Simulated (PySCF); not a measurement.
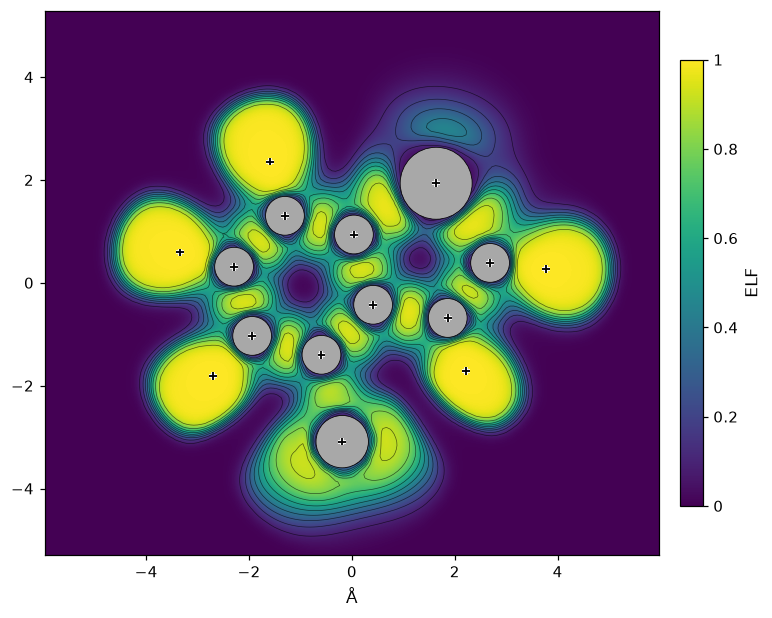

The electron localisation function on a plane through atoms (crosses mark nuclei in the plane; grey discs cover the cores).

These are results of PBE0/pcSseg-1, SCF density, gas phase, non-relativistic (PySCF 2.14.0), not measurements.

Candidates:
A. C8H9NSi (SMILES Nc1cccc2c1C=C[SiH2]2)
B. C8H7ClSi (SMILES Clc1cccc2c1C=C[SiH2]2)

Which system is this?

Candidate B: C8H7ClSi on the plane of atoms C2, C7 and C8, which holds Cl, C, Si and H. C–C (1.35 Å): the ELF peaks at about 0.90 between the atoms; localised, covalent bonding. C–Cl (1.74 Å): the ELF peaks at about 0.90 between the atoms (a shared electron pair).
